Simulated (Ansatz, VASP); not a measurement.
## TiTe2: VASP beside Ansatz

Aim: how closely do two programs agree when they are given the same cell, functional and k mesh? The structure shown is the end of the VASP relaxation below.

Program: Ansatz 0.2.0. Level of theory: plane waves, with VASP 6.6.1 beside it; single point at PBEsol. Results are calculated unless marked as measured.

## 1. Starting point

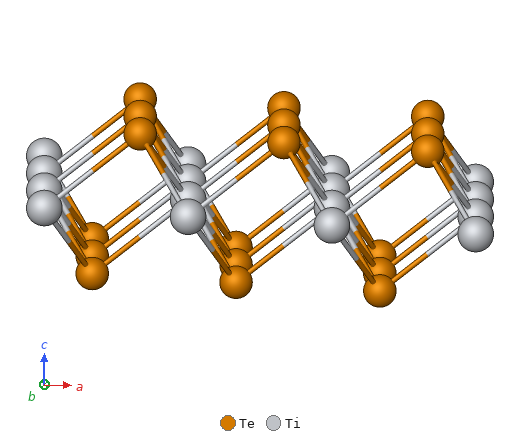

Start, viewed nearly edge on; tellurium orange, titanium light grey. 3×3×1 cells are drawn. Some periodic images of atoms are drawn too.

The cell holds 3 atoms: 2 Te and 1 Ti. Its edges and angles: a = 3.777 Å, b = 3.777 Å, c = 18.415 Å, α = 90.0°, β = 90.0°, γ = 120.0°. It derives from TiTe2. As first built, before any earlier steps moved the atoms: kind sheets cut from a layered crystal; sheets 1. Vacuum lies along c.

## 2. VASP: relaxation, PBEsol

This run makes the geometry at which the two programs are then compared.

Lines of VASP's logs that name or quote its potential files are left out, and so is its time.

The input, INCAR:

```
SYSTEM = TiTe2
PREC = Normal
ENCUT = 300
EDIFF = 1E-05
NELM = 120
ISMEAR = 0
SIGMA = 0.05
LREAL = .FALSE.
ALGO = Fast
GGA = PS
NBANDS = 14
LASPH = .TRUE.
LORBIT = 11
LWAVE = .FALSE.
LCHARG = .FALSE.
KPAR = 2
IBRION = 2
NSW = 40
ISIF = 2
EDIFFG = -0.03
POTIM = 0.4
MAXMIX = 40
IDIPOL = 3
LDIPOL = .TRUE.
DIPOL = 0.5 0.5 0.5
```

The input, POSCAR:

```
TiTe2
1.0
    3.7770000000      0.0000000000      0.0000000000
   -1.8885000000      3.2709779500      0.0000000000
    0.0000000000      0.0000000000     18.4153488000
Te Ti
2 1
Direct
    0.6666666670      0.3333333330      0.5927310370
    0.3333333330      0.6666666670      0.4072689630
    0.0000000000      0.0000000000      0.5000000000
```

The input, KPOINTS:

```
Automatic mesh
0
Gamma
9 9 1
0 0 0
```

Potentials, in the order of the species: Te and Ti (PBE family, release 64).

Run with:

```bash
mpirun -np 2 vasp_std
```

Numbers of over 12 decimals in the logs are rounded to 6 here.

Log:

```text
[banner, memory and clock lines left out]
running    2 mpi-ranks, on    1 nodes
 distrk:  each k-point on    1 cores,    2 groups
 distr:  one band on    1 cores,    1 groups

 POSCAR found type information on POSCAR TeTi
 POSCAR found :  2 types and       3 ions
|                                                                             |
|               ----> ADVICE to this user running VASP <----                  |
|                                                                             |
|     You enforced a specific xc type in the INCAR file but a different       |
|     [... a line on the potential file left out ...]
|     I HOPE YOU KNOW WHAT YOU ARE DOING!                                     |
|                                                                             |

 LDA part: xc-table for (Slater+PW92), standard interpolation
 POSCAR, INCAR and KPOINTS ok, starting setup
 FFT: planning ... GRIDC
 FFT: planning ... GRID_SOFT
 FFT: planning ... GRID
 WAVECAR not read
 entering main loop
       N       E                     dE             d eps       ncg     rms          rms(c)
DAV:   1     0.792746085686E+02    0.79275E+02   -0.36533E+03   336   0.535E+02
DAV:   2    -0.108002154949E+02   -0.90075E+02   -0.83672E+02   482   0.136E+02
DAV:   3    -0.194753123803E+02   -0.86751E+01   -0.84370E+01   436   0.472E+01
DAV:   4    -0.197719401568E+02   -0.29663E+00   -0.29616E+00   478   0.988E+00
DAV:   5    -0.197796242501E+02   -0.76841E-02   -0.76839E-02   506   0.167E+00    0.136E+01
RMM:   6    -0.192114476027E+02    0.56818E+00   -0.15499E+01   337   0.263E+01    0.101E+01
RMM:   7    -0.181368838209E+02    0.10746E+01   -0.40405E+00   336   0.127E+01    0.786E+00
RMM:   8    -0.172543577381E+02    0.88253E+00   -0.15423E+00   336   0.909E+00    0.132E+00
RMM:   9    -0.172559499691E+02   -0.15922E-02   -0.87981E-02   336   0.233E+00    0.720E-01
RMM:  10    -0.172534706855E+02    0.24793E-02   -0.29662E-02   338   0.102E+00    0.166E-01
RMM:  11    -0.172541804061E+02   -0.70972E-03   -0.64758E-03   338   0.566E-01    0.208E-01
RMM:  12    -0.172542452890E+02   -0.64883E-04   -0.27158E-03   337   0.316E-01    0.797E-02
RMM:  13    -0.172543743370E+02   -0.12905E-03   -0.78684E-04   338   0.203E-01    0.591E-02
RMM:  14    -0.172544325701E+02   -0.58233E-04   -0.34152E-04   353   0.128E-01    0.254E-02
RMM:  15    -0.172544828796E+02   -0.50310E-04   -0.13940E-04   318   0.567E-02    0.119E-02
RMM:  16    -0.172545145426E+02   -0.31663E-04   -0.50617E-05   302   0.354E-02    0.162E-02
RMM:  17    -0.172545276789E+02   -0.13136E-04   -0.13382E-05   243   0.280E-02    0.397E-03
RMM:  18    -0.172545645139E+02   -0.36835E-04   -0.61134E-06   234   0.126E-02    0.393E-03
RMM:  19    -0.172545947004E+02   -0.30187E-04   -0.39679E-06   214   0.830E-03    0.460E-03
RMM:  20    -0.172546172621E+02   -0.22562E-04   -0.18511E-06   200   0.811E-03    0.149E-03
RMM:  21    -0.172546218828E+02   -0.46207E-05   -0.28814E-07   120   0.394E-03
   1 F= -.17254622E+02 E0= -.17253161E+02  d E =-.172546E+02
 curvature:   0.00 expect dE= 0.000E+00 dE for cont linesearch  0.000E+00
 trial: gam= 0.00000 g(F)=  0.711E-03 g(S)=  0.000E+00 ort = 0.000E+00 (trialstep = 0.100E+01)
 search vector abs. value=  0.711E-03
 bond charge predicted
       N       E                     dE             d eps       ncg     rms          rms(c)
DAV:   1    -0.172551765720E+02   -0.55931E-03   -0.12865E-02   414   0.576E-01    0.459E-02
RMM:   2    -0.172552345070E+02   -0.57935E-04   -0.55262E-04   336   0.138E-01    0.583E-02
RMM:   3    -0.172552327878E+02    0.17192E-05   -0.15774E-04   336   0.887E-02    0.360E-02
RMM:   4    -0.172552214611E+02    0.11327E-04   -0.38221E-05   299   0.446E-02    0.514E-03
RMM:   5    -0.172552207991E+02    0.66200E-06   -0.59160E-06   192   0.174E-02
   2 F= -.17255221E+02 E0= -.17253710E+02  d E =-.598916E-03
 trial-energy change:   -0.000599  1 .order   -0.000595   -0.000711   -0.000478
 step:   3.0550(harm=  3.0550)  dis= 0.01132  next Energy=   -17.255708 (dE=-0.109E-02)
 bond charge predicted
       N       E                     dE             d eps       ncg     rms          rms(c)
DAV:   1    -0.172556090894E+02   -0.38763E-03   -0.55267E-02   366   0.119E+00    0.100E-01
RMM:   2    -0.172557145434E+02   -0.10545E-03   -0.20173E-03   336   0.310E-01    0.195E-02
RMM:   3    -0.172557425720E+02   -0.28029E-04   -0.24316E-04   336   0.112E-01    0.851E-03
RMM:   4    -0.172557475705E+02   -0.49985E-05   -0.57889E-05   273   0.531E-02
   3 F= -.17255748E+02 E0= -.17254134E+02  d E =-.112569E-02
 curvature:  -1.53 expect dE=-0.729E-08 dE for cont linesearch -0.729E-08
 trial: gam=-0.00258 g(F)=  0.477E-08 g(S)=  0.000E+00 ort = 0.184E-05 (trialstep = 0.141E+01)
 search vector abs. value=  0.100E-09
 reached required accuracy - stopping structural energy minimisation
```

Parts of OUTCAR (step 2):

```text
ion  position               nearest neighbor table
   1  0.667  0.333  0.593-   3 2.77   3 2.77   3 2.77
   2  0.333  0.667  0.407-   3 2.77   3 2.77   3 2.77
   3  0.000  0.000  0.500-   1 2.77   2 2.77   2 2.77   1 2.77   1 2.77   2 2.77

  LATTYP: Found a hexagonal cell.
 ALAT       =     3.7770000000
 C/A-ratio  =     4.8756549643

 Subroutine GETGRP returns: Found 12 space group operations
 (whereof 12 operations were pure point group operations)

The static configuration has the point symmetry D_3d.

 Found     12 irreducible k-points:

   k-points           NKPTS =     12   k-points in BZ     NKDIM =     12   number of bands    NBANDS=     14

   dimension x,y,z NGX =    16 NGY =   16 NGZ =   80
   dimension x,y,z NGXF=    32 NGYF=   32 NGZF=  160

   ENCUT  =  300.0 eV  22.05 Ry    4.70 a.u.   5.33  5.33 26.01*2*pi/ulx,y,z

   NELECT =      16.0000    total number of electrons

 k-points in reciprocal lattice and weights: Automatic mesh
   0.00000000  0.00000000  0.00000000       0.012
   0.11111111  0.00000000  0.00000000       0.074
   0.22222222  0.00000000  0.00000000       0.074
   0.33333333  0.00000000  0.00000000       0.074
   0.44444444  0.00000000  0.00000000       0.074
   0.11111111  0.11111111  0.00000000       0.074
   0.22222222  0.11111111  0.00000000       0.148
   0.33333333  0.11111111  0.00000000       0.148
   0.44444444  0.11111111  0.00000000       0.074
   0.22222222  0.22222222  0.00000000       0.074
   0.33333333  0.22222222  0.00000000       0.148
   0.33333333  0.33333333  0.00000000       0.025

 dipolmoment           0.000000      0.000000      0.000000 electrons x Angstroem

 average (electrostatic) potential at core
       1 -95.0350       2 -95.0350       3 -31.4876

 E-fermi :  -1.3186

 k-point     1 :       0.0000    0.0000    0.0000
  band No.  band energies     occupation
    ...
      2     -12.4132      2.00000
      3      -5.4594      2.00000
      4      -2.8936      2.00000
      5      -2.8936      2.00000
      6      -2.5366      2.00000
      7      -0.9375      0.00000
      8      -0.9375      0.00000
      9      -0.7500      0.00000
     10      -0.1928      0.00000
     11      -0.1928      0.00000
    ...

 k-point     2 :       0.1111    0.0000    0.0000
  band No.  band energies     occupation
    ...
      3      -5.3082      2.00000
      4      -3.4368      2.00000
      5      -2.8714      2.00000
      6      -2.1818      2.00000
      7      -1.7044      2.00000
      8      -1.2872      0.37557
      9      -0.8716      0.00000
     10      -0.1227      0.00000
     11       0.0225      0.00000
     12       1.4262      0.00000
    ...

 k-point     3 :       0.2222    0.0000    0.0000
  band No.  band energies     occupation
    ...
      4      -4.1888      2.00000
      5      -3.2791      2.00000
      6      -2.8579      2.00000
      7      -2.0916      2.00000
      8      -1.7492      2.00000
      9      -1.0712      0.00000
     10      -0.0158      0.00000
     11       0.0984      0.00000
     12       0.9342      0.00000
     13       1.7544      0.00000
    ...

  Total       -1.5215149     -1.5215149     -0.0238820      0.0000000     -0.0000000     -0.0000000
  in kB      -10.7147548    -10.7147548     -0.1681811      0.0000000     -0.0000000     -0.0000000
  external PRESSURE =      -7.1992302 kB  Pullay stress =       0.0000000 kB

  energy-cutoff  :      300.00
  volume of cell :      227.51
      direct lattice vectors                 reciprocal lattice vectors
     3.777000000  0.000000000  0.000000000     0.264760392  0.152859484  0.000000000
    -1.888500000  3.270977950  0.000000000     0.000000000  0.305718967  0.000000000
     0.000000000  0.000000000 18.415348800     0.000000000  0.000000000  0.054302528

 POSITION                                       TOTAL-FORCE (eV/Angst)
 -----------------------------------------------------------------------------------
      1.88850      1.09033     10.90403        -0.000000      0.000000     -0.000249
     -0.00000      2.18065      7.51132         0.000000      0.000000      0.000249
      0.00000      0.00000      9.20767        -0.000000      0.000000      0.000000
 -----------------------------------------------------------------------------------
    total drift:                               -0.000000      0.000000      0.000000

  FREE ENERGIE OF THE ION-ELECTRON SYSTEM (eV)
  ---------------------------------------------------
  free  energy   TOTEN  =       -17.2557475705 eV

  energy  without entropy=      -17.2525195822  energy(sigma->0) =      -17.25413358

 reached required accuracy - stopping structural energy minimisation

 vacuum level on the upper side and lower side of the slab         3.627         3.627

 total charge
# of ion       s       p       d       tot
------------------------------------------
    1        1.384   1.997   0.033   3.415
    2        1.384   1.997   0.033   3.415
    3        0.400   0.598   2.366   3.364
--------------------------------------------------
tot          3.168   4.593   2.432  10.194

[... 3 further parts left out ...]
```

## 3. Ansatz: single point, PBEsol

Ansatz runs on its default PAW (the set named soft_2) files.

The same cell, functional, mesh and smearing now go to Ansatz, which takes its cutoff from its data sets.

The input, input.yaml:

```yaml
crystal:
  lattice:
    - [3.777, 0.0, 0.0]
    - [-1.8885, 3.27097795, 0.0]
    - [0.0, 0.0, 18.4153488]
  atoms:
    - { symbol: Te, position: [0.66666667, 0.33333333, 0.59211645] }
    - { symbol: Te, position: [0.33333333, 0.66666667, 0.40788355] }
    - { symbol: Ti, position: [0.0, 0.0, 0.5] }
hamiltonian:
  xc: pbesol
  pseudopotentials: { kind: paw }
kpoints:
  mp_grid: { grid: [9, 9, 1] }
scf:
  occupations: { method: gaussian, width: 0.05 }
  n_extra_bands: 4
efield:
  axis: 3
  dipole_correction: true
  ramp_width: 0.04
output:
  forces: true
  eigenvalues: true
```

Run with:

```bash
ansatz run input.yaml --threads 2 --pin off --max-ram 4608MiB --backend cpu --events-out ev --progress --plain --runs-dir out
```

Log:

```text
scf.n_extra_bands = 4 over 22 filled bands (N_el = 44.0): the run solves 26 bands
Engine: ansatz 0.2.0, aarch64-unknown-linux-gnu
Pseudopotentials: kind: paw
Pseudopotential: Te, paw, valence charge 16, recommended cutoff 420 eV (normal), Te.paw.azcp
Pseudopotential: Ti, paw, valence charge 12, recommended cutoff 420 eV (normal), Ti.paw.azcp
Functional definition: PBEsol
  exchange = pbesol_x
  correlation = pbesol_c
Crystal: 3 atoms, lattice volume = 227.512 Å³
Basis set: ecut = 420 eV, 4441 PW (Γ), exchange–correlation on 54×54×250 points (8 copies of the dense FFT grid, shifted against one another)
Bands: 26, of which v1, the nominal top of the filled ones, is band 22 counted from 1 (21 counted from 0)
Symmetry: 6 space group operations
k-points: 12 of 81 (time reversal used)
Non-local potential: Te, projectors of the file, l = 0: 2, l = 1: 2, l = 2: 2, l = 3: 2
Non-local potential: Ti, projectors of the file, l = 0: 3, l = 1: 2, l = 2: 3, l = 3: 1
PAW form: soft (Blöchl's): semilocal exchange-correlation on the pseudo side does not see the compensation charge
PAW frozen core: Te, regenerated for the run's functional, and the local potential with it (the file was generated under x = pbe(κ = 0.804, μ = 0.219515), c = pbe(β = 0.066725))
PAW frozen core: Ti, regenerated for the run's functional, and the local potential with it (the file was generated under x = pbe(κ = 0.804, μ = 0.219515), c = pbe(β = 0.066725))
PAW one-centre angular grid: Te, 590 points (default); XC on 64 Gauss nodes
PAW one-centre angular grid: Ti, 590 points (default); XC on 64 Gauss nodes
Initial density: superposition of atomic densities (neutral atoms: chi_scale 0, normalization atom), corrected by the library's trained network
Initial wavefunctions: pseudopotential atomic-orbital guess
Functional: x = pbesol(κ = 0.804, μ = 0.123457), c = pbesol(β = 0.046)
SCF iter   1: F=—  HF=-16278.899385 eV  |F-HF|=—  |Δ(HF+E_count)|=         —  Δρ=4.83e-3  dr2=8.79e-2  ethr=1.77e-3  p=0.000 e·Å  D=2.23e-14 V/Å  ΔV_dip=-0.00 eV  dr2_dipole=9.30e-8  V_vac-E_F(+/−)=4.91/4.91 eV  ⟨swp⟩=8.2  Hψ=1549  notcnv=0
efield: sawtooth ramp at fractional position 0.9800 (placed from the atoms, in the widest stretch of the axis that holds none; the zero of the levels goes with the place), width 0.0400; the density the first Hamiltonian is built on has a dipole p = 0.000 e·Å; the dipole correction subtracts the counter field D = 2.23e-14 V/Å, which shifts the + side's vacuum level by -0.00 eV against the − side's; the planar-averaged density in the ramp window peaks in size at 1.7e-5 e/Å³
preconditioner: auto → LDOS  [insulator: Δε(μ)=0.075 eV  Ē_g=5.915 eV  σ=0.050 eV  W_gap=0.65  n_scr=42 (ndim 8)  ℏωp=9.8 eV  f_vac=0.613  D(μ)=2.66/eV (n_scr^D=8)  ε∞_Penn≈3.8  β→1.0]
SCF iter   2: F=—  HF=-16278.889357 eV  |F-HF|=—  |Δ(HF+E_count)|=   1.00e-2  Δρ=2.08e-3  dr2=1.24e-2  ethr=2.00e-4  p=0.000 e·Å  D=4.96e-6 V/Å  ΔV_dip=-0.00 eV  dr2_dipole=1.96e-7  V_vac-E_F(+/−)=5.04/5.04 eV  ⟨swp⟩=3.4  Hψ=638  notcnv=0  defer=1
SCF iter   3: F=—  HF=-16278.889011 eV  |F-HF|=—  |Δ(HF+E_count)|=   3.46e-4  Δρ=5.61e-4  dr2=1.49e-3  ethr=2.82e-5  p=0.000 e·Å  D=8.31e-6 V/Å  ΔV_dip=-0.00 eV  dr2_dipole=2.16e-9  V_vac-E_F(+/−)=4.97/4.97 eV  ⟨swp⟩=2.0  Hψ=418  notcnv=0  defer=1
SCF iter   4: F=—  HF=-16278.888965 eV  |F-HF|=—  |Δ(HF+E_count)|=   4.59e-5  Δρ=1.89e-4  dr2=1.02e-4  ethr=3.38e-6  p=0.000 e·Å  D=2.35e-6 V/Å  ΔV_dip=-0.00 eV  dr2_dipole=1.49e-9  V_vac-E_F(+/−)=4.98/4.98 eV  ⟨swp⟩=2.0  Hψ=365  notcnv=0  defer=1
SCF iter   5: F=—  HF=-16278.888943 eV  |F-HF|=—  |Δ(HF+E_count)|=   2.24e-5  Δρ=4.22e-5  dr2=5.22e-6  ethr=2.31e-7  p=-0.000 e·Å  D=-1.65e-6 V/Å  ΔV_dip=0.00 eV  dr2_dipole=9.49e-11  V_vac-E_F(+/−)=4.98/4.98 eV  ⟨swp⟩=2.6  Hψ=638  notcnv=0  defer=1
SCF iter   6: F=—  HF=-16278.888909 eV  |F-HF|=—  |Δ(HF+E_count)|=   3.43e-5  Δρ=8.98e-6  dr2=1.87e-7  ethr=1.19e-8  p=-0.000 e·Å  D=-4.23e-7 V/Å  ΔV_dip=0.00 eV  dr2_dipole=1.47e-12  V_vac-E_F(+/−)=4.98/4.98 eV  ⟨swp⟩=2.1  Hψ=561  notcnv=0  defer=1
SCF iter   7: F=-16278.888909 eV  HF=-16278.888909 eV  |F-HF|=1.17e-8  |Δ(HF+E_count)|=   6.39e-8  Δρ=1.88e-6  dr2=5.64e-9  ethr=2.27e-10  p=-0.000 e·Å  D=-1.31e-7 V/Å  ΔV_dip=0.00 eV  dr2_dipole=1.41e-13  V_vac-E_F(+/−)=4.98/4.98 eV  ⟨swp⟩=6.9  Hψ=1290  notcnv=0
SCF 1 converged in 7 iterations: F = -16278.888909 eV  dr2 = 5.64e-9
  greatest PAW one-centre occupation: 0.999 electrons in one spin orbital (limit 2), on the Ti atom at site 2 (counted from 0), in its partial waves of l = 0
SCF converged after 7 iterations
Free energy (F): -16278.888909 eV
Harris-Foulkes:  -16278.888909 eV  (|F-HF|=1.17e-8)
Internal energy: -16278.885679 eV  (E = F + TS)
E sigma→0 (E₀):  -16278.887294 eV
Entropy (-TS):   -0.003230 eV (-1.077 meV/atom)
Fermi energy:    0.322026 eV
Dipole field:    D = -0.000001 V/Å  (p = -0.000001 e·Å, saw-weighted, corrected)
Work function:   Φ+ = 4.9812 eV   Φ− = 4.9812 eV
Levels:          The Fermi level and band energies are counted from a zero that moves with the ramp; work functions are not
--- Per-component energies (eV) ---
  E_band       = -1097.687294
  E_kinetic    = 633.145802
  E_local      = -25299.328747  (includes V_loc(G=0)·N_el)
  E_nonlocal   = -606.037287
  E_hartree    = 12717.788982
  E_xc         = -343.479575
  E_vxc        = -329.852302  (∫ρ·V_xc dr)
  E_paw        = -10192.091326  (= ΣΔE_a)
  E_vpaw       = -931.192513  (= ΣTr[D̂ρ^β])
  E_aug_tail   = -0.000225  (compensation charges beyond the density's cutoff)
  E_efield     = 0.000000  (sawtooth field / dipole correction)
  E_vefield    = 0.000000  (∫n·V_field dr)
  E_ewald      = 6810.227684
  E_core_change = 0.889015  (= ΣΔE_core)
  E_smearing   = -0.003230  (= −TS)
  E_closure    = -0.000000  (closes the sum)
  Σ components = -16278.888909   (vs F -16278.888909, Δ=0.00e0)
--- Forces (eV/Å), atoms counted from 1 ---
  atom   1  Te     0.00000000     0.00000000     0.02904229
  atom   2  Te     0.00000000    -0.00000000    -0.02904209
  atom   3  Ti     0.00000000    -0.00000000     0.00000056
  max |Σ_I F_I| component: 7.65e-7 eV/Å
--- Band table (eV; the first three rows and the last of 12) ---
  k-point 0: bands = [... 18 lower, -1.2653, -0.9251, 0.7211, 0.7211, 0.8999, 1.4100, 1.4100, 3.7800]
  k-point 1: bands = [... 18 lower, -1.2436, -0.5664, -0.0825, 0.3511, 0.7789, 1.5180, 1.6511, 3.0846]
  k-point 2: bands = [... 18 lower, -1.6644, -1.2315, -0.4800, -0.1226, 0.5763, 1.6419, 1.7507, 2.5997]
  k-point 11: bands = [... 18 lower, -3.3096, -2.3034, -1.5509, -1.5509, 1.2900, 1.5554, 1.5554, 2.8142]
```

The job ended after 5.2 s (2 threads of Arm Neoverse N1, shared host; peak memory 0.43 GiB).

## 4. Comparison

Known differences besides the PAW data sets themselves: the data sets hold 44 valence electrons in Ansatz (default PAW (the set named soft_2) files) and 16 in VASP; the cutoff is 420 eV in Ansatz and 300 eV in VASP (PREC = Normal); Ansatz makes its cores anew for this functional, VASP keeps those of its PBE data sets. Total energies have different zeros and are not compared.

At this near-relaxed geometry the largest component of a force difference is 29 meV/Å.

## 5. Looking for the cause

The difference is large enough to ask for its cause, so further runs change the set-up of one program at a time, as the table lists.

```
                                                           run  r.m.s. force difference (meV/Å)
                                                      as above                               14
cores kept as stored, as VASP does, whose cores stay as stored                               15
                       Ansatz's larger PAW set (cutoff 910 eV)                               14
                   norm-conserving potentials (cutoff 1143 eV)                               11
```

## 6. Summary of results

| Property | Result |
| --- | --- |
| r.m.s. force difference (single point, PBEsol) | 14 meV/Å |

The r.m.s. force difference is 14 meV/Å (single point, PBEsol), beyond the 12 meV/Å picked in this series as the mark of a large difference. For single point, PBEsol: no further run halves the r.m.s. force difference; only Ansatz's side was varied, and Ansatz's runs with other potentials lie closer to each other than to VASP, which for this quantity points to VASP's side; this was not tested here. Differences of this kind measure data sets and numerical settings, not the functional's error against experiment.

[Lines on the potential files, build, host, timing and source positions are cut from VASP's logs without a mark.]

[Logs are printed without paths, hosts, clocks, repeated set-up lines and the standing remarks that a program may print on its own settings, such as how far it seeks lower states.]

[Hosts, paths, dates, database ids (printed as entryN), source tags and the programs' standing remarks are cut or masked in the printed files.]
